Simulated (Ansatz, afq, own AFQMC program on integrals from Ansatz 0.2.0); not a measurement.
# CH2Ge (triplet): quantum Monte Carlo beside coupled cluster at distance Ge1–C2 = 4.189 Å, cc-pVDZ

How near does AFQMC come to the top of the ladder for CH2Ge (triplet)?

The runs use Ansatz 0.2.0, Gaussian basis, and an in-house AFQMC program (afq) on its integrals; all values are calculated; cc-pVDZ, frozen cores.

The runs, in order: PBE (unrestricted); r2SCAN (unrestricted); PBE0 (unrestricted); B3LYP (unrestricted); wB97M-V (unrestricted); B2PLYP (unrestricted); CCSD(T) on UHF; CCSDT(Q) on UHF; Phaseless AFQMC, CISD trial on UHF.

1 further run of the same task is left out (it didn't finish).

## (1) What is computed

The geometry derives from a PBE0/def2-TZVP stationary point (not a proven minimum). One bond is set to the value named and the two fragments are kept rigid. No spin-orbit coupling is included. The filled d shell of Ge may be among the frozen orbitals whatever the setting's name suggests; the logs give the count.

4 atoms, charge 0, spin multiplicity 3.

Atoms are counted from 1 here; the program's logs count them from 0.

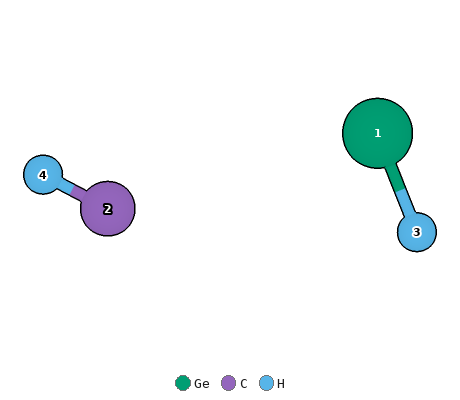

The structure; germanium teal, carbon purple, hydrogen blue; atoms are numbered from 1 in the order of the file.

Geometry (Å):

```xyz
4
CH2Ge
Ge    0.00000   -0.08544    0.63088
C     0.00000    0.41352   -3.52830
H     0.00000    1.46777    0.98099
H     0.00000   -0.23770   -4.40351
```

## (2) PBE (unrestricted)

File in.yaml:

```yaml
crystal:
  periodic: [false, false, false]
  atoms:
    - {symbol: Ge, position_ang: [0.000000, -0.085442, 0.630879]}
    - {symbol: C, position_ang: [0.000000, 0.413522, -3.528299]}
    - {symbol: H, position_ang: [0.000000, 1.467769, 0.980990]}
    - {symbol: H, position_ang: [0.000000, -0.237698, -4.403509]}
basis:
  gaussian: {orbitals: cc-pVDZ}
magnetization: {spin_polarized: true, initial_magnetization: 2}
hamiltonian: {xc: {name: PBE}}
output: {orbitals: {seedname: orbitals}}
```

Started as:

```console
$ ansatz run in.yaml --threads 1 --pin off --events-out ev --progress --plain --max-ram 1382MiB
```

Log:

```text
Functional definition: PBE
  name "PBE"
  cite "Perdew, Burke & Ernzerhof, Phys. Rev. Lett. 77, 3865 (1996) doi:10.1103/PhysRevLett.77.3865"
  parent pbe
  parameter kappa = 0.804
  parameter beta = 0.06672455060314922
  exchange = pbe_x(kappa = kappa, mu = beta*pi^2/3)
  correlation = pbe_c(beta = beta)
671 factors; their error is unknown
mean field evaluation 1: about -57559.8613 eV, gradient 2.7e1 eV
mean field evaluation 2: about -57407.2399 eV, gradient 6.4e1 eV
mean field evaluation 4: about -57530.2089 eV, gradient 3.4e1 eV
mean field evaluation 8: about -57563.5503 eV, gradient 1.4e1 eV
mean field evaluation 16: about -57568.5288 eV, gradient 2.3e-1 eV
mean field evaluation 32: about -57568.1678 eV, gradient 4.2e0 eV
mean field evaluation 64: about -57568.5158 eV, gradient 4.3e-1 eV
mean field evaluation 96: about -57568.3761 eV, gradient 1.4e0 eV
mean field evaluation 128: about -57568.1381 eV, gradient 3.7e0 eV
mean field evaluation 160: about -57557.0497 eV, gradient 1.8e1 eV
mean field -57568.52994587 eV, -2115.6044541598 hartree, gradient 5.5e-6 eV, S^2 2.003686; 7 other end points of the search recorded, 0 dependent functions left out
reference -57568.52997931 eV, -2115.6044553884 hartree; 21, 19 occupied and 30, 32 virtual orbitals, 671 factors
Total energy: -57568.52997931 eV, -2115.6044553884 hartree
```

Wall time 12 s (1 thread of Intel Xeon Platinum 8259CL at 2.50GHz (Skylake/Cascade Lake), shared host).

From the report: ⟨S²⟩ of the determinant 2.004 (pure triplet: 2.00).

## (3) r2SCAN (unrestricted)

Edit in.yaml of step 2 so:

```diff
@@ -10,3 +10,2 @@
 magnetization: {spin_polarized: true, initial_magnetization: 2}
-hamiltonian: {xc: {name: PBE}}
-output: {orbitals: {seedname: orbitals}}
+hamiltonian: {xc: {name: r2SCAN}}
```

Launched as before.

Log (excerpt; [...] marks lines left out):

```text
Functional definition: r2SCAN
  name "r2SCAN"
  cite "Furness, Kaplan, Ning, Perdew & Sun, J. Phys. Chem. Lett. 11, 8208 (2020) doi:10.1021/acs.jpclett.0c02405"
  cite "Furness, Kaplan, Ning, Perdew & Sun, J. Phys. Chem. Lett. 11, 9248 (2020) doi:10.1021/acs.jpclett.0c03077"
  parent r2scan
[...]
671 factors; their error is unknown
[...]
mean field -57577.57406180 eV, -2115.9368192898 hartree, gradient 9.4e-6 eV, S^2 2.250954; 21 other end points of the search recorded, 0 dependent functions left out
reference -57577.57407291 eV, -2115.9368196981 hartree; 21, 19 occupied and 30, 32 virtual orbitals, 671 factors
Total energy: -57577.57407291 eV, -2115.9368196981 hartree
```

It took 44 s on 1 thread of Intel Xeon Platinum 8259CL at 2.50GHz (Skylake/Cascade Lake), shared host.

From the report: ⟨S²⟩ of the determinant 2.251 (pure triplet: 2.00).

## (4) PBE0 (unrestricted)

Edit in.yaml of step 3 so:

```diff
@@ -10,2 +10,3 @@
 magnetization: {spin_polarized: true, initial_magnetization: 2}
-hamiltonian: {xc: {name: r2SCAN}}
+hamiltonian: {xc: {name: PBE0}}
+output: {orbitals: {seedname: orbitals}}
```

The command is unchanged.

Log (excerpt; [...] marks lines left out):

```text
Functional definition: PBE0
  name "PBE0"
  cite "Adamo & Barone, J. Chem. Phys. 110, 6158 (1999) doi:10.1063/1.478522"
  cite "Perdew, Burke & Ernzerhof, Phys. Rev. Lett. 77, 3865 (1996) doi:10.1103/PhysRevLett.77.3865"
  parent pbe
[...]
551 factors; integrals over basis functions are off by at most 1.1e-3 eV
[...]
mean field -57570.10176551 eV, -2115.6622174658 hartree, gradient 8.9e-6 eV, S^2 2.137525; 9 other end points of the search recorded, 0 dependent functions left out
reference -57570.10179107 eV, -2115.6622184053 hartree; 21, 19 occupied and 30, 32 virtual orbitals, 551 factors
Total energy: -57570.10179107 eV, -2115.6622184053 hartree
```

Run time: 15 s. Hardware: 1 thread of Intel Xeon Platinum 8259CL at 2.50GHz (Skylake/Cascade Lake), shared host.

From the report: ⟨S²⟩ of the determinant 2.138 (pure triplet: 2.00).

## (5) B3LYP (unrestricted)

Edit in.yaml of step 4 so:

```diff
@@ -10,3 +10,2 @@
 magnetization: {spin_polarized: true, initial_magnetization: 2}
-hamiltonian: {xc: {name: PBE0}}
-output: {orbitals: {seedname: orbitals}}
+hamiltonian: {xc: {name: B3LYP}}
```

Launched as before.

Log (excerpt; [...] marks lines left out):

```text
Functional definition: B3LYP
  name "B3LYP"
  cite "Stephens, Devlin, Chabalowski & Frisch, J. Phys. Chem. 98, 11623 (1994) doi:10.1021/j100096a001"
  cite "Becke, Phys. Rev. A 38, 3098 (1988) doi:10.1103/PhysRevA.38.3098"
  cite "Lee, Yang & Parr, Phys. Rev. B 37, 785 (1988) doi:10.1103/PhysRevB.37.785"
  cite "Vosko, Wilk & Nusair, Can. J. Phys. 58, 1200 (1980) doi:10.1139/p80-159"
[...]
551 factors; integrals over basis functions are off by at most 1.1e-3 eV
[...]
mean field -57580.22669633 eV, -2116.0343018107 hartree, gradient 7.7e-6 eV, S^2 2.031121; 12 other end points of the search recorded, 0 dependent functions left out
reference -57580.22692134 eV, -2116.0343100797 hartree; 21, 19 occupied and 30, 32 virtual orbitals, 551 factors
Total energy: -57580.22692134 eV, -2116.0343100797 hartree
```

Wall time 17 s (1 thread of Intel Xeon Platinum 8259CL at 2.50GHz (Skylake/Cascade Lake), shared host).

From the report: ⟨S²⟩ of the determinant 2.031 (pure triplet: 2.00).

## (6) wB97M-V (unrestricted)

Edit in.yaml of step 5 so:

```diff
@@ -10,2 +10,3 @@
 magnetization: {spin_polarized: true, initial_magnetization: 2}
-hamiltonian: {xc: {name: B3LYP}}
+hamiltonian: {xc: {name: wB97M-V}}
+output: {orbitals: {seedname: orbitals}}
```

Launched as before.

Log (excerpt; [...] marks lines left out):

```text
Functional definition: wB97M-V
  name "wB97M-V"
  cite "Mardirossian & Head-Gordon, J. Chem. Phys. 144, 214110 (2016) doi:10.1063/1.4952647"
  cite "Becke, J. Chem. Phys. 107, 8554 (1997) doi:10.1063/1.475007"
  cite "Vydrov & Van Voorhis, J. Chem. Phys. 133, 244103 (2010) doi:10.1063/1.3521275"
  # Of w^i u^j: cxij and so on, Table III.
[...]
  gx(w, u) = 1 - cx + cx01*u + cx10*w
  gss(w, u) = css00 + css04*u^4 + css10*w + css20*w^2 + css43*w^4*u^3
  gos(w, u) = cos00 + cos10*w + (cos20 + cos21*u)*w^2 + (cos60 + cos61*u)*w^6
[...]
      + integral(e_c_pw_mod_opposite_spin*gos(b97_w_opposite, b97_u_opposite)) + vv10(b, c)
551 factors; integrals over basis functions are off by at most 1.1e-3 eV
161 factors; integrals over basis functions are off by at most 2.3e-5 eV
[...]
mean field -57575.03322889 eV, -2115.8434454024 hartree, gradient 6.3e-6 eV, S^2 2.004040; 4 other end points of the search recorded, 0 dependent functions left out
reference -57575.03326526 eV, -2115.8434467392 hartree; 21, 19 occupied and 30, 32 virtual orbitals, 551 factors
Total energy: -57575.03326526 eV, -2115.8434467392 hartree
```

Run time: 32 s. Hardware: 1 thread of Intel Xeon Platinum 8259CL at 2.50GHz (Skylake/Cascade Lake), shared host.

From the report: ⟨S²⟩ of the determinant 2.004 (pure triplet: 2.00).

## (7) B2PLYP (unrestricted)

Edit in.yaml of step 6 so:

```diff
@@ -10,3 +10,3 @@
 magnetization: {spin_polarized: true, initial_magnetization: 2}
-hamiltonian: {xc: {name: wB97M-V}}
-output: {orbitals: {seedname: orbitals}}
+hamiltonian: {xc: {name: B2PLYP}}
+correlation: {electrons: outside_noble_gas}
```

Same command.

Log (excerpt; [...] marks lines left out):

```text
Functional definition: B2PLYP
  name "B2PLYP"
  cite "Grimme, J. Chem. Phys. 124, 034108 (2006) doi:10.1063/1.2148954"
  cite "Becke, Phys. Rev. A 38, 3098 (1988) doi:10.1103/PhysRevA.38.3098"
  cite "Lee, Yang & Parr, Phys. Rev. B 37, 785 (1988) doi:10.1103/PhysRevB.37.785"
[...]
551 factors; integrals over basis functions are off by at most 1.1e-3 eV
[...]
mean field -57564.96761025 eV, -2115.4735407402 hartree, gradient 5.0e-9 eV, S^2 2.117088; 8 other end points of the search recorded, 0 dependent functions left out
15 core orbitals not correlated: weight in the atoms' cores, before any rotation towards them, 0.999 or more for the frozen orbitals, at most 0.000 for the correlated occupied ones
reference -57564.96775500 eV, -2115.4735460597 hartree; 6, 4 occupied and 30, 32 virtual orbitals, 551 factors
second order -4.71352120 eV of doubles, -0.00000000 eV of singles
Total energy: -57566.24040572 eV, -2115.5203151112 hartree
```

Wall time 17 s (1 thread of Intel Xeon Platinum 8259CL at 2.50GHz (Skylake/Cascade Lake), shared host).

From the report: ⟨S²⟩ of the determinant 2.117 (pure triplet: 2.00).

## (8) CCSD(T) on UHF

Edit in.yaml of step 7 so:

```diff
@@ -10,3 +10,2 @@
 magnetization: {spin_polarized: true, initial_magnetization: 2}
-hamiltonian: {xc: {name: B2PLYP}}
-correlation: {electrons: outside_noble_gas}
+correlation: {method: ccsd_t, electrons: outside_noble_gas, hamiltonian_folder: ham}
```

Launched as before.

Log (excerpt; [...] marks lines left out):

```text
Functional definition: HF
  name "HF"
  cite "Fock, Z. Phys. 61, 126 (1930) doi:10.1007/BF01340294"
  parent pbe
[...]
551 factors; integrals over basis functions are off by at most 1.1e-3 eV
[...]
mean field -57528.79760258 eV, -2114.1443174753 hartree, gradient 2.3e-9 eV, S^2 3.001118; 47 other end points of the search recorded, 0 dependent functions left out
determinant -57528.79760258 eV, -2114.1443174753 hartree, with singles and doubles -57533.15246474 eV, -2114.3043557077 hartree
determinant -57528.78800762 eV, -2114.1439648669 hartree, with singles and doubles -57533.13047111 eV, -2114.3035474568 hartree
determinant -57528.69051044 eV, -2114.1403819119 hartree, with singles and doubles -57533.63917926 eV, -2114.3222421365 hartree
determinant -57528.68174625 eV, -2114.1400598335 hartree, with singles and doubles -57533.62333824 eV, -2114.3216599896 hartree
[...]
determinant -57528.59562495 eV, -2114.1368949342 hartree, with singles and doubles -57533.68449757 eV, -2114.3239075536 hartree
determinant -57528.53245915 eV, -2114.1345736340 hartree, with singles and doubles -57533.63547241 eV, -2114.3221059121 hartree
determinant -57528.49455052 eV, -2114.1331805176 hartree, with singles and doubles -57533.59799402 eV, -2114.3207286070 hartree
15 core orbitals not correlated: weight in the atoms' cores, before any rotation towards them, 1.000 or more for the frozen orbitals, at most 0.000 for the correlated occupied ones
reference -57528.61158554 eV, -2114.1374814752 hartree; 6, 4 occupied and 30, 32 virtual orbitals, 551 factors
second order -3.80907384 eV of doubles, -0.00000000 eV of singles
cycle   1  -5.08787424 eV  change   -7.7e-6 eV  update   6.7e-6
cycle   2  -5.08787944 eV  change   -5.2e-6 eV  update   5.5e-6
perturbative correction -0.08805543 eV, -0.0032359773 hartree
Total energy: -57533.78752042 eV, -2114.3276935735 hartree
```

It took 62 s on 1 thread of Intel Xeon Platinum 8259CL at 2.50GHz (Skylake/Cascade Lake), shared host.

From the report: ⟨S²⟩ of the determinant 2.018 (pure triplet: 2.00); correlation -5.1759 eV; T1 0.012; largest double amplitude 0.08.

This run also writes the integrals to the folder ham.

## (9) CCSDT(Q) on UHF

Edit in.yaml of step 8 so:

```diff
@@ -10,2 +10,2 @@
 magnetization: {spin_polarized: true, initial_magnetization: 2}
-correlation: {method: ccsd_t, electrons: outside_noble_gas, hamiltonian_folder: ham}
+correlation: {method: ccsdt_q, electrons: outside_noble_gas}
```

Same command.

Log (excerpt; [...] marks lines left out):

```text
Functional definition: HF
  name "HF"
  cite "Fock, Z. Phys. 61, 126 (1930) doi:10.1007/BF01340294"
  parent pbe
[...]
935 factors; integrals over basis functions are off by at most 2.2e-7 eV
[...]
mean field -57528.79765351 eV, -2114.1443193469 hartree, gradient 2.1e-9 eV, S^2 3.001118; 47 other end points of the search recorded, 0 dependent functions left out
determinant -57528.79765351 eV, -2114.1443193469 hartree, with singles and doubles -57533.15250951 eV, -2114.3043573529 hartree
determinant -57528.78805992 eV, -2114.1439667890 hartree, with singles and doubles -57533.13051922 eV, -2114.3035492247 hartree
determinant -57528.69056523 eV, -2114.1403839251 hartree, with singles and doubles -57533.63924354 eV, -2114.3222444986 hartree
determinant -57528.68180391 eV, -2114.1400619525 hartree, with singles and doubles -57533.62340272 eV, -2114.3216623594 hartree
[...]
determinant -57528.59567880 eV, -2114.1368969131 hartree, with singles and doubles -57533.68456501 eV, -2114.3239100320 hartree
determinant -57528.53251459 eV, -2114.1345756713 hartree, with singles and doubles -57533.63553871 eV, -2114.3221083489 hartree
determinant -57528.49463205 eV, -2114.1331835136 hartree, with singles and doubles -57533.59808652 eV, -2114.3207320062 hartree
15 core orbitals not correlated: weight in the atoms' cores, before any rotation towards them, 1.000 or more for the frozen orbitals, at most 0.000 for the correlated occupied ones
reference -57528.61163833 eV, -2114.1374834152 hartree; 6, 4 occupied and 30, 32 virtual orbitals, 935 factors
second order -3.80910270 eV of doubles, -0.00000000 eV of singles
cycle   1  -4.66616249 eV  change   -8.6e-1 eV  update   7.9e-2
[...]
cycle  76  -5.20257234 eV  change   -1.1e-7 eV  update   8.6e-7
perturbative correction -0.00339669 eV, -0.0001248259 hartree
Total energy: -57533.81760736 eV, -2114.3287992484 hartree
```

Wall time 1.9 min (1 thread of Intel Xeon Platinum 8259CL at 2.50GHz (Skylake/Cascade Lake), shared host); peak memory 0.31 GiB.

From the report: ⟨S²⟩ of the determinant 2.018 (pure triplet: 2.00); correlation -5.2060 eV; T1 0.013; largest double amplitude 0.09.

## (10) Phaseless AFQMC, CISD trial on UHF

It reads the integrals that the CCSD(T) run on this determinant wrote.

Started as:

```console
$ afq ham --method phaseless --trial cisd --walkers 60 --populations 1 --least-time 40 --time-step 0.005 --steps-per-block 50 --equilibration-blocks 40 --max-blocks 300 --target-error 0.00076 --factor-cut 1e-05 --start spin_pure --seed 3023 --release-times 0.24,0.51,0.99,1.62,2.4 --release-step 0.03 --release-every 4 --taylor-order 6
```

Log:

```text
orbitals 36  electrons 6 4  factors 249 of 551
reference energy -2114.13748148 Eh
CCSD correlation -0.18697601 Eh in 18 cycles, weight of the determinant in the CISD state 0.8783
energy of the start -2114.324068 Eh
 block  time / (1/Eh)  mean weight  energy / Eh
     1     0.250  1.0016  -2114.321451
     2     0.500  0.9988  -2114.321945
     3     0.750  0.9996  -2114.323322
     4     1.000  0.9988  -2114.322908
     5     1.250  1.0017  -2114.323456
     6     1.500  1.0008  -2114.325633
     7     1.750  1.0000  -2114.325618
     8     2.000  0.9997  -2114.324603
     9     2.250  1.0014  -2114.326271
    10     2.500  0.9971  -2114.328342
    11     2.750  0.9975  -2114.326611
    16     4.000  1.0009  -2114.326820
    21     5.250  0.9997  -2114.328223
    26     6.500  0.9984  -2114.325932
    31     7.750  0.9984  -2114.328297
    36     9.000  1.0008  -2114.329619
    41    10.250  0.9974  -2114.325552
    46    11.500  1.0015  -2114.325860
    51    12.750  1.0008  -2114.327139
    56    14.000  0.9993  -2114.329850
    61    15.250  0.9995  -2114.328883
    66    16.500  0.9990  -2114.331978
    71    17.750  1.0004  -2114.325801
    76    19.000  1.0013  -2114.333562
    81    20.250  1.0018  -2114.322159
    86    21.500  1.0020  -2114.324675
    91    22.750  1.0017  -2114.333103
    96    24.000  0.9983  -2114.330598
   101    25.250  0.9983  -2114.330670
   106    26.500  0.9997  -2114.326523
   111    27.750  1.0007  -2114.325075
   116    29.000  1.0000  -2114.325077
   121    30.250  0.9924  -2114.330684
   126    31.500  1.0000  -2114.331027
   131    32.750  0.9993  -2114.332251
   136    34.000  1.0013  -2114.329270
   141    35.250  1.0002  -2114.326193
   146    36.500  0.9983  -2114.327741
   151    37.750  1.0003  -2114.325333
   156    39.000  1.0005  -2114.325275
   161    40.250  0.9986  -2114.329326
   166    41.500  0.9999  -2114.326122
   171    42.750  0.9992  -2114.327023
   176    44.000  0.9993  -2114.328391
   181    45.250  1.0017  -2114.330412
   186    46.500  1.0003  -2114.326575
   191    47.750  1.0010  -2114.328276
   196    49.000  0.9990  -2114.327949
blocks merged  error / Eh  count
     1  0.000209  160
     2  0.000263  80
     4  0.000336  40
     8  0.000404  20
    16  0.000475  10
released: time / (1/Eh)  energy / Eh  error  mean overlap
  0.24  -2114.328211  0.000406  0.9859
  0.51  -2114.328372  0.000329  0.9742
  0.99  -2114.328484  0.000537  0.9662
  1.62  -2114.328164  0.000525  0.9790
  2.40  -2114.328143  0.000607  0.9618
energy -2114.328181 +/- 0.000404 Eh
```

Wall time 4 min (1 thread of Intel Xeon Platinum 8259CL at 2.50GHz (Skylake/Cascade Lake), shared host).

Energy -57533.8008 ± 0.0110 eV. Caveats: constraint bias not in the error.

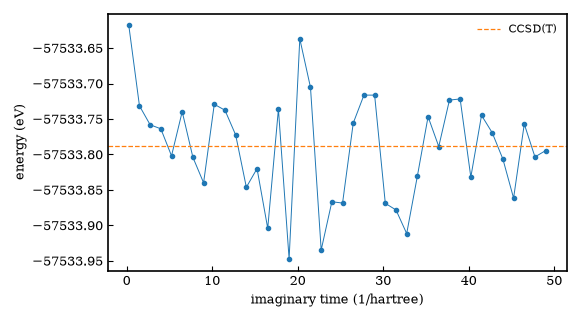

Block energies along the walk.

## (11) AFQMC on the ladder

On the UHF determinant, counted from CCSDT(Q) (a yardstick, not exact):

| level | energy (eV) | from CCSDT(Q) (kJ/mol) | statistical error (kJ/mol) | time |
| --- | --- | --- | --- | --- |
| HF | -57528.6116 | +502.3 |  |  |
| MP2 | -57532.4207 | +134.8 |  |  |
| CCSD | -57533.6995 | +11.4 |  |  |
| CCSD(T) | -57533.7875 | +2.9 |  |  |
| CCSDT(Q) | -57533.8176 | 0.0 |  |  |
| Phaseless AFQMC, CISD trial, step 0.005, 60 walkers | -57533.8008 | +1.6 | 1.1 | 4 min |

The functionals' totals stand on their own zeros and serve differences with other points: PBE -57568.530 eV; r2SCAN -57577.574 eV; PBE0 -57570.102 eV; B3LYP -57580.227 eV; wB97M-V -57575.033 eV; B2PLYP -57566.240 eV.

## (12) What came out

| quantity | value |
| --- | --- |
| CCSD(T) on UHF from CCSDT(Q) | +2.9 kJ/mol |
| Phaseless AFQMC, CISD trial on UHF from CCSDT(Q) | +1.6 ± 1.1 kJ/mol |

What this shows: On UHF the phaseless walk with the CISD trial lies +1.6 kJ/mol from CCSDT(Q), within three error bars. Error bars are statistical and leave out the constraint, the time step and what remains of the start.
